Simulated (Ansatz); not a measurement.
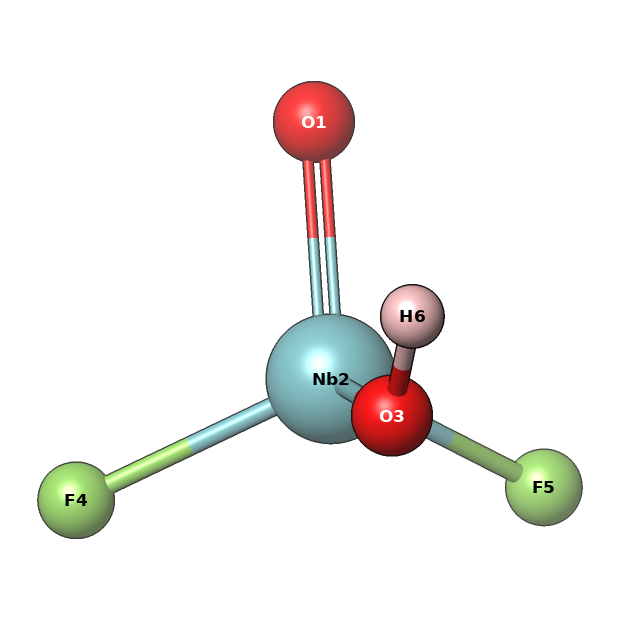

Nb2 lies behind O3. The molecule seen a little off the O3–Nb2 bond, O3 in front. Distant atoms are faded towards the background colour. Charge 0, singlet. The geometry was computed by an optimisation with PBE0-D4/def2-TZVP.

Question: What is the torsion angle H6–O3–Nb2–F4? The sign is positive where the front bond must turn clockwise to cover the back bond.

Answer: −118°, anticlinal.
